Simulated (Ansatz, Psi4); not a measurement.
**C2H6O (ethanol): a line through the functionals**

C2H6O has 9 atoms, charge 0, and is taken as a singlet. SMILES: `CCO`. The coordinates come from a PBE0-D4/def2-TZVP relaxation. This is one conformer, not always the lowest.

The electronic atomisation energy y, in eV, basis cc-pVDZ; a is the functional's share of exact exchange. Programs: Ansatz 0.2.0, Psi4 1.11.

```
functional  program     a  y (eV)
      TPSS     Psi4     0   34.65
    r2SCAN   Ansatz     0   34.60
     B3LYP   Ansatz   0.2   34.38
      PBE0   Ansatz  0.25       ?
   r2SCAN0   Ansatz  0.25   34.14
     BHLYP   Ansatz   0.5   33.46
```

Q: Fit y = c + s·a to the known rows and predict PBE0.

A: 
1. Means of the 5 rows: a = 0.1900, y = 34.246.
2. Σ(Δa)² = 0.172, Σ(Δa·Δy) = -0.3927, so the slope is -0.3927/0.172 = -2.2831.
3. Intercept: 34.246 − (-2.2831) × 0.1900 = 34.680. The largest residual of the fit is 0.16.
4. PBE0: 34.680 + (-2.2831) × 0.25 = 34.11 eV.

The run gave 34.57 eV, so the prediction is off by -0.46 eV, more than the largest residual. The rows mix families of semi-local functionals, which the line can't see.

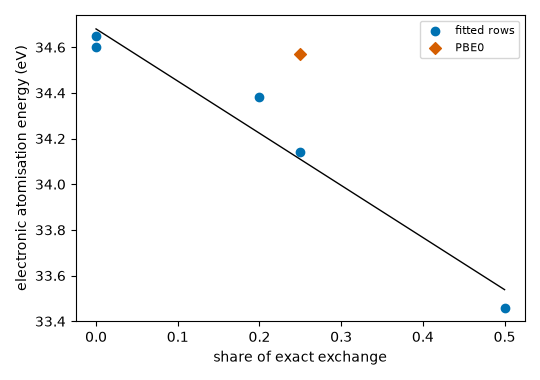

The fitted line, with the withheld row.
